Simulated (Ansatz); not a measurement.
**H2SCl− (SMILES [Cl-].S): Born-Oppenheimer dynamics**

Aim: follow the atoms for 60 steps of 0.5 fs at constant energy, with velocities drawn for 1000 K.

The runs use Ansatz 0.2.0, Gaussian basis; PBE0-D4/def2-SVPD.

## 1. Starting geometry

The start, a pair relaxed at PBE0-D4: 4 atoms, charge -1, spin multiplicity 1.

Atoms are counted from 1 here; the program's logs count them from 0.

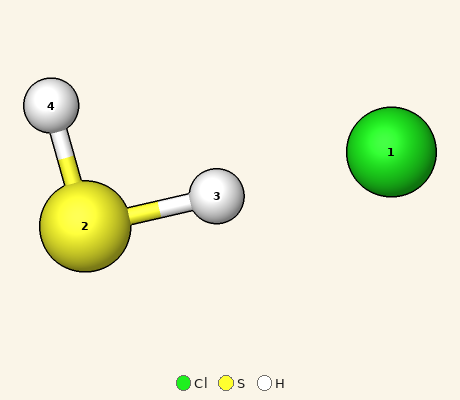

Start geometry, drawn with chlorine green, sulfur yellow, hydrogen white; atoms are numbered from 1 in the order of the file.

Coordinates:

```
Cl   -0.3879    2.1556    0.1696
S     0.5196   -1.0162   -0.4677
H     0.1421    0.3462   -0.2082
H    -0.2737   -1.4855    0.5063
```

## 2. Dynamics

Input file md/in.yaml:

```yaml
crystal:
  periodic: [false, false, false]
  atoms:
    - {symbol: Cl, position_ang: [-0.387922, 2.155596, 0.169608]}
    - {symbol: S, position_ang: [0.519555, -1.016227, -0.467703]}
    - {symbol: H, position_ang: [0.142101, 0.346154, -0.208163]}
    - {symbol: H, position_ang: [-0.273734, -1.485523, 0.506259]}
basis:
  gaussian: {orbitals: def2-SVPD}
total_charge: -1
hamiltonian: {xc: pbe0, dispersion: d4}
md: {n_steps: 60, timestep: 0.5, temperature: 1000, ensemble: nve, seed: 889, initial_velocities: maxwell_boltzmann}
```

Started as:

```bash
> ansatz run in.yaml --threads 2 --pin off --events-out ev --progress --plain --max-ram 5222MiB
```

What it wrote, shortened:

```text
Functional definition: PBE0
  name "PBE0"
  cite "Adamo & Barone, J. Chem. Phys. 110, 6158 (1999) doi:10.1063/1.478522"
  cite "Perdew, Burke & Ernzerhof, Phys. Rev. Lett. 77, 3865 (1996) doi:10.1103/PhysRevLett.77.3865"
  parent pbe
[...]
690 factors; integrals over basis functions are off by at most 4.0e-4 eV
[...]
mean field -23378.26979668 eV, -859.1355686674 hartree, gradient 6.4e-6 eV, S^2 0.000000; 0 other end points of the search recorded, 0 dependent functions left out
[...]
reference -23378.26982645 eV, -859.1355697617 hartree; 18, 18 occupied and 52, 52 virtual orbitals, 690 factors
md step     0: t =     0.00 fs  T =  1000.0 K  F+E_penalty+E_count = -23378.31916914 eV  E_kin = 0.258520 eV  conserved = -23378.06064915 eV  (26 SCF iters)
[...]
md step    15: t =     7.50 fs  T =   592.8 K  F+E_penalty+E_count = -23378.21368137 eV  E_kin = 0.153242 eV  conserved = -23378.06043916 eV  (28 SCF iters, 3 dispersion substeps)
[...]
md step    30: t =    15.00 fs  T =   351.8 K  F+E_penalty+E_count = -23378.15136163 eV  E_kin = 0.090948 eV  conserved = -23378.06041393 eV  (27 SCF iters, 3 dispersion substeps)
[...]
md step    45: t =    22.50 fs  T =   580.2 K  F+E_penalty+E_count = -23378.21051353 eV  E_kin = 0.149982 eV  conserved = -23378.06053130 eV  (28 SCF iters, 3 dispersion substeps)
[...]
md step    59: t =    29.50 fs  T =   784.7 K  F+E_penalty+E_count = -23378.26352237 eV  E_kin = 0.202869 eV  conserved = -23378.06065324 eV  (26 SCF iters, 3 dispersion substeps)
[...]
md step    60: t =    30.00 fs  T =   779.4 K  F+E_penalty+E_count = -23378.26213245 eV  E_kin = 0.201490 eV  conserved = -23378.06064272 eV  (24 SCF iters, 3 dispersion substeps)
Total energy: -23378.26216309 eV, -859.1352881385 hartree
Atom 0 at    -0.424774     2.288414     0.194550 Å, force     0.073455    -0.323154    -0.066679 eV/Å
Atom 1 at     0.558435    -1.153048    -0.493517 Å, force    -0.201166     0.343845     0.147467 eV/Å
Atom 2 at     0.157432     0.185038    -0.249393 Å, force     0.061894    -0.079366     0.003221 eV/Å
Atom 3 at    -0.229641    -1.643741     0.491351 Å, force     0.065818     0.058675    -0.084009 eV/Å
Dipole moment:     0.185527    -1.055119    -0.078322 e Å
```

Run time: 53 s. Hardware: 2 threads of Intel Xeon Platinum 8259CL at 2.50GHz, shared host.

## 3. Frames and traces

One row in 3 steps:

```csv
time (fs),T (K),potential (meV),potential + kinetic (meV),S2–H3 (Å),S2–H4 (Å)
0.00,1000,0.0,0.0,1.437,1.341
1.50,955,11.7,0.1,1.428,1.328
3.00,896,27.1,0.1,1.426,1.327
4.50,831,43.8,0.1,1.430,1.340
6.00,725,71.3,0.1,1.437,1.358
7.50,593,105.5,0.2,1.442,1.371
9.00,497,130.3,0.3,1.440,1.372
10.50,458,140.3,0.2,1.429,1.361
12.00,433,146.8,0.1,1.411,1.343
13.50,386,158.8,0.1,1.388,1.328
15.00,352,167.8,0.2,1.370,1.326
16.50,370,163.0,0.2,1.363,1.337
18.00,423,149.3,0.1,1.371,1.355
19.50,475,135.8,0.1,1.390,1.369
21.00,524,123.1,0.1,1.415,1.372
22.50,580,108.7,0.1,1.436,1.363
24.00,630,95.8,0.1,1.450,1.346
25.50,666,86.5,0.1,1.454,1.331
27.00,714,74.1,0.2,1.447,1.327
28.50,771,59.3,0.0,1.434,1.336
30.00,779,57.0,0.0,1.418,1.353
```

Energies count from the start.

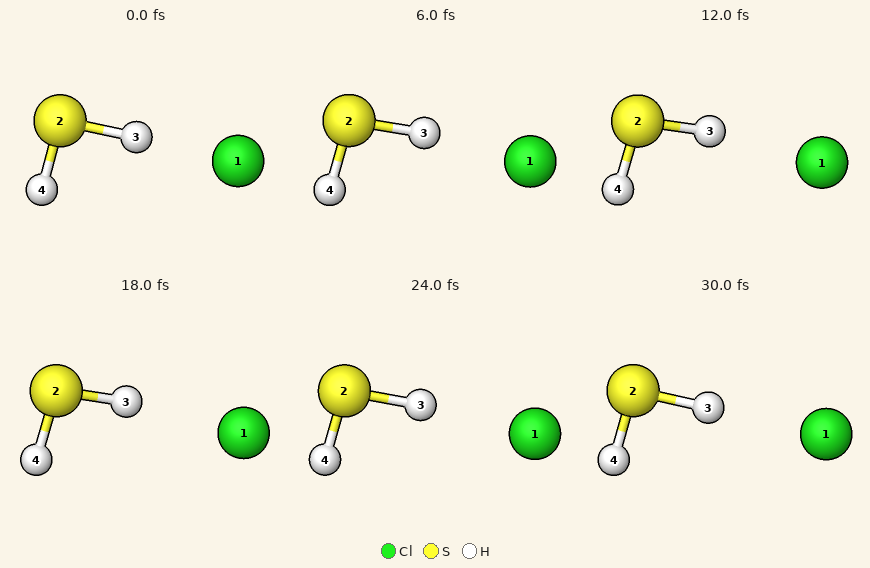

Six frames.

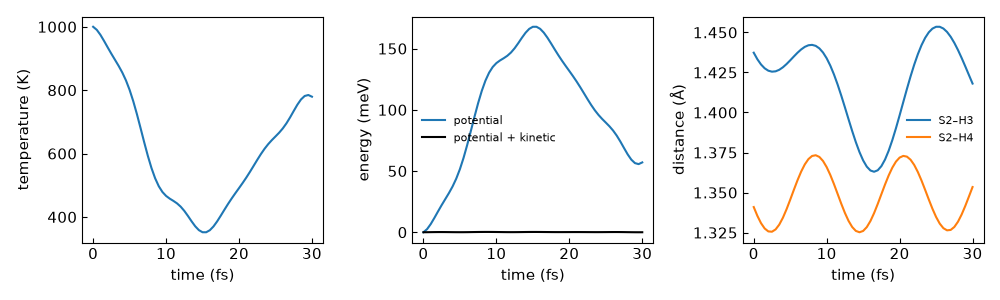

Temperature, energies and the distances followed.

Positions (Å) and forces (eV/Å) at 12.00 fs:

```xyz
4

Cl   -0.408    2.212    0.177    0.185   -0.082    0.126
S     0.529   -1.073   -0.483    0.344    0.160    0.107
H     0.508    0.234    0.048   -0.429   -0.052   -0.353
H    -0.245   -1.568    0.496   -0.100   -0.026    0.120
```

Positions (Å) and forces (eV/Å) at 30.00 fs:

```xyz
4

Cl   -0.425    2.288    0.195    0.073   -0.323   -0.067
S     0.558   -1.153   -0.494   -0.201    0.344    0.147
H     0.157    0.185   -0.249    0.062   -0.079    0.003
H    -0.230   -1.644    0.491    0.066    0.059   -0.084
```

## 4. Outcome

```
                                                 quantity              value
                                                   length  60 steps, 30.0 fs
                                 temperature at the start             1000 K
                            mean temperature, second half              572 K
lowest and highest potential energy, from the first frame      0 and 168 meV
                    largest change of potential + kinetic            0.3 meV
```

What this shows: With no thermostat the total energy should stay fixed; it holds within 0.3 meV, small beside the kinetic energy, so the time step serves. With 4 atoms the instant temperature spans 352 to 1000 K. The molecule keeps its bonds.
